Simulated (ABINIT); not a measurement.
# ZrZnF6 (Fm-3m): changed settings of a GW run in ABINIT

A base run on ZrZnF6 (Fm-3m), then changed inputs.

Method: LDA and many-body steps on it, plane waves, in ABINIT 10.8.3.

### 1. The structure

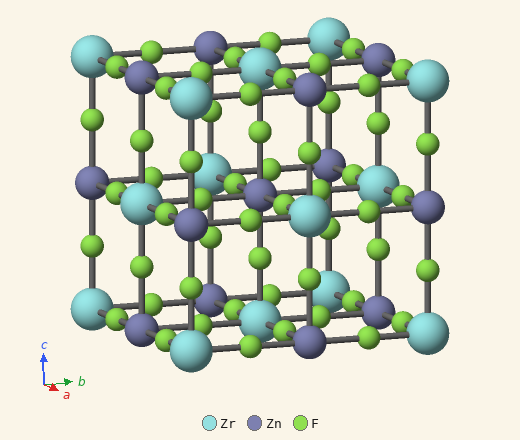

The starting structure, seen slightly off an axis (zirconium light teal, zinc blue, fluorine green). This picture shows the conventional cell, with its axes. Some periodic images of atoms are drawn too.

The cell and positions are those that the Materials Project relaxed with its own functionals (PBE, PBE+U or r2SCAN), kept fixed.

### 2. Screening, 2×2×2 mesh, 81 bands, screening to 87.1 eV

This step: ABINIT 10.8.3; RPA screening on LDA, plane waves, norm-conserving pseudopotentials.

The RPA dielectric matrix is built and inverted for each q.

Contents of run.abi:

```
acell 3*1.0 Angstrom
rprim 
  -0.000000000000 4.028896100000 4.028896100000
  4.028896100000 -0.000000000000 4.028896100000
  4.028896100000 4.028896100000 -0.000000000000
ntypat 3
znucl 40 30 9
natom 8
typat 1 2 3 3 3 3 3 3
xred 
  0.000000000000 0.000000000000 0.000000000000
  0.500000000000 0.500000000000 0.500000000000
  0.750139860000 0.249860140000 0.249860140000
  0.249860140000 0.750139860000 0.750139860000
  0.249860140000 0.750139860000 0.249860140000
  0.750139860000 0.249860140000 0.750139860000
  0.249860140000 0.249860140000 0.750139860000
  0.750139860000 0.750139860000 0.249860140000
pp_dirpath "pseudos"
pseudos "Zr.upf, Zn.upf, F.upf"
ecut 36
ngkpt 2 2 2
nshiftk 1
shiftk 0 0 0
kptopt 1
chksymbreak 0
istwfk *1
occopt 1
irdwfk 1
optdriver 3
nband 81
ecuteps 3.2
inclvkb 2
awtr 1
symchi 1
indata_prefix "in"
outdata_prefix "out"
tmpdata_prefix "tmp"
```

Launch:

```console
> OMP_NUM_THREADS=1 mpirun -n 4 abinit run.abi > log
```

The program printed:

```text
.Version 10.8.3 of ABINIT. v10.8.2 released Aug 2026.

 Symmetries : space group Fm -3 m (#225); Bravais cF (face-center cubic)
[... echo of the input left out ...]
== DATASET  1 ==================================================================
-   mpi_nproc: 4, omp_nthreads: 1 (-1 if OMP is not activated)

--- !DatasetInfo
iteration_state: {dtset: 1, }
dimensions: {natom: 8, nkpt: 3, mband: 81, nsppol: 1, nspinor: 1, nspden: 1, mpw: 9185, }
cutoff_energies: {ecut:  36.0, pawecutdg:  -1.0, }
electrons: {nelect:   7.40000000E+01, charge:   0.00000000E+00, occopt:   1.00000000E+00, tsmear:   1.00000000E-02, }

 SCREENING: Calculation of the susceptibility and dielectric matrices

 Based on a program developped by R.W. Godby, V. Olevano, G. Onida, and L. Reining.
 Incorporated in ABINIT by V. Olevano, G.-M. Rignanese, and M. Torrent.
.Using double precision arithmetic ; gwpc =  8

[... cell and pseudopotentials left out ...]
--------------------------------------------------------------------------------

 ==== K-mesh for the wavefunctions ====
 Number of points in the irreducible wedge :     3
[... list of points left out ...]
 Together with 48 symmetry operations and time-reversal symmetry
 yields     8 points in the full Brillouin Zone.

 ==== Q-mesh for the screening function ====
 Number of points in the irreducible wedge :     3
[... list of points left out ...]
 Together with 48 symmetry operations and time-reversal symmetry
 yields     8 points in the full Brillouin Zone.

 setmesh: FFT mesh size selected  =    40x   40x   40
          total number of points  =        64000

 vcoul_init : cutoff-mode = AUXILIARY_FUNCTION
 q-points for optical limit:   1
     1)      0.000010    0.000020    0.000030

- screening: taking advantage of time-reversal symmetry
- Maximum band index for partially occupied states nbvw = 37
- Remaining bands to be divided among processors   nbcw = 44
- Number of bands treated by each node ~11

 Number of electrons calculated from density =   74.0000; Expected =   74.0000
 average of density, n =  0.083839
 r_s =    1.4174
 omega_plasma =   27.9305 [eV]

 calculating chi0 at frequencies [eV] :
  1    0.000000E+00    0.000000E+00
  2    0.000000E+00    2.793052E+01

--------------------------------------------------------------------------------
  q-point number  1        q = ( 0.000000, 0.000000, 0.000000) [r.l.u.]
--------------------------------------------------------------------------------
[... chi0 elements left out ...]
 For q-point:  0.000010 0.000020 0.000030
  dielectric constant =   2.1500
  dielectric constant without local fields =   2.2816

  Average fulfillment of the sum rule on Im[epsilon] for q-point    1 :     20.98  [%]
[... wings left out ...]
  q-point number  2        q = ( 0.500000, 0.000000, 0.000000) [r.l.u.]
--------------------------------------------------------------------------------
[... chi0 elements left out ...]
  Average fulfillment of the sum rule on Im[epsilon] for q-point    2 :     26.26  [%]

 [... 1 further q-points ...]
```

Wall time 21 s (4 MPI ranks of Arm Neoverse V1, shared host); peak memory 1.4 GiB; 83 s of CPU time.

This step gave:

```yaml
eps_infinity_with_local_fields_on_this_mesh_along_the_program_s_q_direction: 2.15
the_same_without_local_fields: 2.282
plasma_frequency: 27.93 eV
plane_waves_in_the_screening_matrix: 259
```

Local fields lower ε∞ by 6 %. On a Γ-centred mesh this coarse the value itself is usually too large, while a short band sum pulls it down.

### 3. Base

The self-energy is evaluated for the states that the input lists, and the levels follow from it, in one-shot runs by the linearised quasiparticle equation.

This step: G0W0 on LDA, plane waves, norm-conserving pseudopotentials.

Changes to run.abi since step 2:

```diff
@@ -29,8 +29,17 @@
 irdwfk 1
-optdriver 3
+optdriver 4
 nband 81
+gwcalctyp 0
+ecutsigx 36
+symsigma 1
+nkptgw 2
+kptgw 
+  0.5000000000 0.0000000000 0.0000000000
+  0.0000000000 0.0000000000 0.0000000000
+bdgw 
+  36 40
+  35 41
 ecuteps 3.2
-inclvkb 2
-awtr 1
-symchi 1
+irdscr 1
+ppmodel 1
 indata_prefix "in"
```

The program printed:

```text
.Version 10.8.3 of ABINIT. v10.8.2 released Aug 2026.

 Symmetries : space group Fm -3 m (#225); Bravais cF (face-center cubic)
[... echo of the input left out ...]
== DATASET  1 ==================================================================
-   mpi_nproc: 4, omp_nthreads: 1 (-1 if OMP is not activated)

--- !DatasetInfo
iteration_state: {dtset: 1, }
dimensions: {natom: 8, nkpt: 3, mband: 81, nsppol: 1, nspinor: 1, nspden: 1, mpw: 9185, }
cutoff_energies: {ecut:  36.0, pawecutdg:  -1.0, }
electrons: {nelect:   7.40000000E+01, charge:   0.00000000E+00, occopt:   1.00000000E+00, tsmear:   1.00000000E-02, }

 SIGMA: Calculation of the GW corrections

 Based on a program developped by R.W. Godby, V. Olevano, G. Onida, and L. Reining.
 Incorporated in ABINIT by V. Olevano, G.-M. Rignanese, and M. Torrent.
.Using double precision arithmetic ; gwpc =  8

[... cell and pseudopotentials left out ...]
--------------------------------------------------------------------------------

 ==== K-mesh for the wavefunctions ====
 Number of points in the irreducible wedge :     3
[... list of points left out ...]
 Together with 48 symmetry operations and time-reversal symmetry
 yields     8 points in the full Brillouin Zone.

 ==== Q-mesh for screening function ====
 Number of points in the irreducible wedge :     3
[... list of points left out ...]
 Together with 48 symmetry operations and time-reversal symmetry
 yields     8 points in the full Brillouin Zone.

 vcoul_init : cutoff-mode = AUXILIARY_FUNCTION
 q-points for optical limit:   1
     1)      0.000010    0.000020    0.000030
 setmesh: FFT mesh size selected  =    60x   60x   60
          total number of points  =       216000

 Number of electrons calculated from density =   74.0000; Expected =   74.0000
 average of density, n =  0.083839
 r_s =    1.4174
 omega_plasma =   27.9305 [eV]

 === KS Band Gaps ===
  >>>> For spin  1
   Minimum direct gap =   6.3106 [eV], located at k-point      :   0.5000  0.0000  0.0000
   Fundamental gap    =   6.3051 [eV], Top of valence bands at :   0.5000  0.0000  0.0000
                                       Bottom of conduction at :   0.0000  0.0000  0.0000
 SIGMA fundamental parameters:
 PLASMON POLE MODEL  1
 number of plane-waves for SigmaX                 9185
 number of plane-waves for SigmaC and W            259
 number of plane-waves for wavefunctions          9185
 number of bands                                    81
 number of independent spin polarizations            1
 number of spinorial components                      1
 number of k-points in IBZ                           3
 number of q-points in IBZ                           3
 number of symmetry operations                      48
 number of k-points in BZ                            8
 number of q-points in BZ                            8
 number of frequencies for dSigma/dE                 9
 frequency step for dSigma/dE [eV]                0.25
 number of omega for Sigma on real axis              0
 max omega for Sigma on real axis  [eV]           0.00
 zcut for avoiding poles [eV]                     0.10

 EPSILON^-1 parameters (SCR file):
 dimension of the eps^-1 matrix on file            259
 dimension of the eps^-1 matrix used               259
 number of plane-waves for wavefunctions          9185
 number of bands                                    81
 number of q-points in IBZ                           3
 number of frequencies                               2
 number of real frequencies                          1
 number of imag frequencies                          1

 matrix elements of self-energy operator (all in [eV])

 Perturbative Calculation

--- !SelfEnergy_ee
iteration_state: {dtset: 1, }
kpoint     : [   0.500,    0.000,    0.000, ]
spin       : 1
KS_gap     :    6.311
QP_gap     :   11.897
Delta_QP_KS:    5.587
data: !SigmaeeData |
     Band     E0 <VxcDFT>   SigX SigC(E0)      Z dSigC/dE  Sig(E)    E-E0       E
       36  -1.929 -28.538 -36.154   4.960   0.814  -0.229 -30.700  -2.161  -4.090
       37  -1.929 -28.538 -36.154   4.960   0.814  -0.229 -30.700  -2.161  -4.090
       38   4.381 -16.434  -9.863  -2.535   0.849  -0.178 -13.009   3.425   7.807
       39   4.488 -16.864 -10.294  -2.496   0.846  -0.182 -13.418   3.446   7.933
       40   4.488 -16.864 -10.294  -2.496   0.846  -0.182 -13.418   3.446   7.933

--- !SelfEnergy_ee
iteration_state: {dtset: 1, }
kpoint     : [   0.000,    0.000,    0.000, ]
spin       : 1
KS_gap     :    6.886
QP_gap     :   10.806
Delta_QP_KS:    3.920
data: !SigmaeeData |
     Band     E0 <VxcDFT>   SigX SigC(E0)      Z dSigC/dE  Sig(E)    E-E0       E
       35  -2.510 -22.711 -30.123   5.385   0.793  -0.262 -24.318  -1.607  -4.117
[...]
39   4.416 -16.727 -10.159  -2.523   0.847  -0.180 -13.300   3.427   7.843
       40   4.416 -16.727 -10.159  -2.523   0.847  -0.180 -13.300   3.427   7.843
       41   4.416 -16.727 -10.159  -2.523   0.847  -0.180 -13.300   3.427   7.843

== END DATASET(S) ==============================================================
================================================================================

 -outvars: echo values of variables after computation  --------
           etotal      0.0000000000E+00
            nband          81
             nkpt           3
          spgroup         225
 [... the other variables as echoed above ...]

 Calculation completed.
```

Wall time 8.6 s (4 MPI ranks); peak memory 1.1 GiB; 34 s of CPU time.

This step gave:

* G0W0 gap on the points computed: 10.78 eV
* starting gap on the mesh: 6.305 eV
* k of the valence top: 0.5, 0, 0
* k of the conduction bottom: 0, 0, 0
* Z at the valence top: 0.814
* Z at the conduction bottom: 0.886
* least direct G0W0 gap on the computed points: 10.81 eV

The gap on the mesh goes from 6.31 eV to 10.78 eV, a correction of +4.47 eV.

### 4. Broadening of the poles

Changes to run.abi since step 3:

```diff
@@ -44,2 +44,3 @@
 ppmodel 1
+zcut 0.5 eV
 indata_prefix "in"
```

The program printed:

```text
.Version 10.8.3 of ABINIT. v10.8.2 released Aug 2026.

 Symmetries : space group Fm -3 m (#225); Bravais cF (face-center cubic)
[... echo of the input left out ...]
== DATASET  1 ==================================================================
-   mpi_nproc: 4, omp_nthreads: 1 (-1 if OMP is not activated)

--- !DatasetInfo
iteration_state: {dtset: 1, }
dimensions: {natom: 8, nkpt: 3, mband: 81, nsppol: 1, nspinor: 1, nspden: 1, mpw: 9185, }
cutoff_energies: {ecut:  36.0, pawecutdg:  -1.0, }
electrons: {nelect:   7.40000000E+01, charge:   0.00000000E+00, occopt:   1.00000000E+00, tsmear:   1.00000000E-02, }

 SIGMA: Calculation of the GW corrections

 Based on a program developped by R.W. Godby, V. Olevano, G. Onida, and L. Reining.
 Incorporated in ABINIT by V. Olevano, G.-M. Rignanese, and M. Torrent.
.Using double precision arithmetic ; gwpc =  8

[... cell and pseudopotentials left out ...]
--------------------------------------------------------------------------------

 ==== K-mesh for the wavefunctions ====
 Number of points in the irreducible wedge :     3
[... list of points left out ...]
 Together with 48 symmetry operations and time-reversal symmetry
 yields     8 points in the full Brillouin Zone.

 ==== Q-mesh for screening function ====
 Number of points in the irreducible wedge :     3
[... list of points left out ...]
 Together with 48 symmetry operations and time-reversal symmetry
 yields     8 points in the full Brillouin Zone.

 vcoul_init : cutoff-mode = AUXILIARY_FUNCTION
 q-points for optical limit:   1
     1)      0.000010    0.000020    0.000030
 setmesh: FFT mesh size selected  =    60x   60x   60
          total number of points  =       216000

 Number of electrons calculated from density =   74.0000; Expected =   74.0000
[...]
number of omega for Sigma on real axis              0
 max omega for Sigma on real axis  [eV]           0.00
 zcut for avoiding poles [eV]                     0.50

 EPSILON^-1 parameters (SCR file):
 dimension of the eps^-1 matrix on file            259
 dimension of the eps^-1 matrix used               259
 number of plane-waves for wavefunctions          9185
 number of bands                                    81
 number of q-points in IBZ                           3
 number of frequencies                               2
 number of real frequencies                          1
 number of imag frequencies                          1

 matrix elements of self-energy operator (all in [eV])

 Perturbative Calculation

--- !SelfEnergy_ee
iteration_state: {dtset: 1, }
kpoint     : [   0.500,    0.000,    0.000, ]
spin       : 1
KS_gap     :    6.311
QP_gap     :   11.897
Delta_QP_KS:    5.587
data: !SigmaeeData |
     Band     E0 <VxcDFT>   SigX SigC(E0)      Z dSigC/dE  Sig(E)    E-E0       E
       36  -1.929 -28.538 -36.154   4.960   0.814  -0.229 -30.700  -2.161  -4.090
       37  -1.929 -28.538 -36.154   4.960   0.814  -0.229 -30.700  -2.161  -4.090
       38   4.381 -16.434  -9.863  -2.535   0.849  -0.178 -13.009   3.425   7.807
[...]
--- !SelfEnergy_ee
iteration_state: {dtset: 1, }
kpoint     : [   0.000,    0.000,    0.000, ]
spin       : 1
KS_gap     :    6.886
QP_gap     :   10.806
Delta_QP_KS:    3.920
data: !SigmaeeData |
     Band     E0 <VxcDFT>   SigX SigC(E0)      Z dSigC/dE  Sig(E)    E-E0       E
[...]
40   4.416 -16.727 -10.159  -2.523   0.847  -0.180 -13.300   3.427   7.843
       41   4.416 -16.727 -10.159  -2.523   0.847  -0.180 -13.300   3.427   7.843

== END DATASET(S) ==============================================================
================================================================================

 -outvars: echo values of variables after computation  --------
           etotal      0.0000000000E+00
            nband          81
             nkpt           3
          spgroup         225
 [... the other variables as echoed above ...]

 Calculation completed.
```

Elapsed: 8.8 s, on 4 MPI ranks; peak memory 1.1 GiB.

This step gave:

```yaml
g0w0_gap_on_the_points_computed: 10.78 eV
starting_gap_on_the_mesh: 6.305 eV
k_of_the_valence_top: 0.5, 0, 0
k_of_the_conduction_bottom: 0, 0, 0
z_at_the_valence_top: 0.814
z_at_the_conduction_bottom: 0.886
least_direct_g0w0_gap_on_the_computed_points: 10.81 eV
```

Against G0W0 in ABINIT (2×2×2 mesh, 81 bands, screening to 87.1 eV, Godby-Needs plasmon pole), the gap moves by +0.000 eV.

### 5. Fewer bands in the self-energy

Changes to run.abi since step 4:

```diff
@@ -30,3 +30,3 @@
 optdriver 4
-nband 81
+nband 43
 gwcalctyp 0
@@ -44,3 +44,2 @@
 ppmodel 1
-zcut 0.5 eV
 indata_prefix "in"
```

The program printed:

```text
.Version 10.8.3 of ABINIT. v10.8.2 released Aug 2026.

 Symmetries : space group Fm -3 m (#225); Bravais cF (face-center cubic)
[... echo of the input left out ...]
== DATASET  1 ==================================================================
-   mpi_nproc: 4, omp_nthreads: 1 (-1 if OMP is not activated)

--- !DatasetInfo
iteration_state: {dtset: 1, }
dimensions: {natom: 8, nkpt: 3, mband: 43, nsppol: 1, nspinor: 1, nspden: 1, mpw: 9185, }
cutoff_energies: {ecut:  36.0, pawecutdg:  -1.0, }
electrons: {nelect:   7.40000000E+01, charge:   0.00000000E+00, occopt:   1.00000000E+00, tsmear:   1.00000000E-02, }

 SIGMA: Calculation of the GW corrections

 Based on a program developped by R.W. Godby, V. Olevano, G. Onida, and L. Reining.
 Incorporated in ABINIT by V. Olevano, G.-M. Rignanese, and M. Torrent.
.Using double precision arithmetic ; gwpc =  8

[... cell and pseudopotentials left out ...]
--------------------------------------------------------------------------------

 ==== K-mesh for the wavefunctions ====
 Number of points in the irreducible wedge :     3
[... list of points left out ...]
 Together with 48 symmetry operations and time-reversal symmetry
 yields     8 points in the full Brillouin Zone.

 ==== Q-mesh for screening function ====
 Number of points in the irreducible wedge :     3
[... list of points left out ...]
 Together with 48 symmetry operations and time-reversal symmetry
 yields     8 points in the full Brillouin Zone.

 vcoul_init : cutoff-mode = AUXILIARY_FUNCTION
 q-points for optical limit:   1
     1)      0.000010    0.000020    0.000030
 setmesh: FFT mesh size selected  =    60x   60x   60
          total number of points  =       216000

 Number of electrons calculated from density =   74.0000; Expected =   74.0000
[...]
number of omega for Sigma on real axis              0
 max omega for Sigma on real axis  [eV]           0.00
 zcut for avoiding poles [eV]                     0.10

 EPSILON^-1 parameters (SCR file):
 dimension of the eps^-1 matrix on file            259
 dimension of the eps^-1 matrix used               259
 number of plane-waves for wavefunctions          9185
 number of bands                                    81
 number of q-points in IBZ                           3
 number of frequencies                               2
 number of real frequencies                          1
 number of imag frequencies                          1

 matrix elements of self-energy operator (all in [eV])

 Perturbative Calculation

--- !SelfEnergy_ee
iteration_state: {dtset: 1, }
kpoint     : [   0.500,    0.000,    0.000, ]
spin       : 1
KS_gap     :    6.311
QP_gap     :   12.188
Delta_QP_KS:    5.877
data: !SigmaeeData |
     Band     E0 <VxcDFT>   SigX SigC(E0)      Z dSigC/dE  Sig(E)    E-E0       E
       36  -1.929 -28.538 -36.154   5.285   0.819  -0.221 -30.447  -1.909  -3.838
       37  -1.929 -28.538 -36.154   5.285   0.819  -0.221 -30.447  -1.909  -3.838
       38   4.381 -16.434  -9.863  -1.954   0.860  -0.163 -12.466   3.968   8.350
[...]
--- !SelfEnergy_ee
iteration_state: {dtset: 1, }
kpoint     : [   0.000,    0.000,    0.000, ]
spin       : 1
KS_gap     :    6.886
QP_gap     :   11.436
Delta_QP_KS:    4.550
data: !SigmaeeData |
     Band     E0 <VxcDFT>   SigX SigC(E0)      Z dSigC/dE  Sig(E)    E-E0       E
[...]
40   4.416 -16.727 -10.159  -1.959   0.858  -0.166 -12.774   3.953   8.369
       41   4.416 -16.727 -10.159  -1.959   0.858  -0.166 -12.774   3.953   8.369

== END DATASET(S) ==============================================================
================================================================================

 -outvars: echo values of variables after computation  --------
           etotal      0.0000000000E+00
            nband          43
             nkpt           3
          spgroup         225
 [... the other variables as echoed above ...]

 Calculation completed.
```

The job ended after 7.1 s (4 MPI ranks; peak memory 1.1 GiB).

This step gave:

| Property | Result |
| --- | --- |
| G0W0 gap on the points computed | 11.44 eV |
| starting gap on the mesh | 6.305 eV |
| k of the valence top | 0, 0, 0 |
| k of the conduction bottom | 0, 0, 0 |
| Z at the valence top | 0.798 |
| Z at the conduction bottom | 0.909 |
| least direct G0W0 gap on the computed points | 11.44 eV |

(Continued in part 2 of 2.)

[Paths, hosts, dates, memory and timing lines, banners, echoed tables and standing remarks are left out of the program output.]

[Logs are printed without paths, hosts, clocks, repeated set-up lines and the standing remarks that a program may print on its own settings, such as how far it seeks lower states.]

[Runs of the session that timed out or met a known fault of the program may be left out.]

[Hosts, paths, dates, database ids (printed as entryN), source tags and the programs' standing remarks are cut or masked in the printed files.]

[G0W0 gaps are taken among the corrected bands and points alone; a level outside them can change the order at an edge.]

[Where Ansatz stands beside ABINIT at settings called matched, ABINIT's density can come from a denser mesh and the files from another edition; pairs whose starting gaps differed by over 0.03 eV were left out, so agreement reads better than it is.]
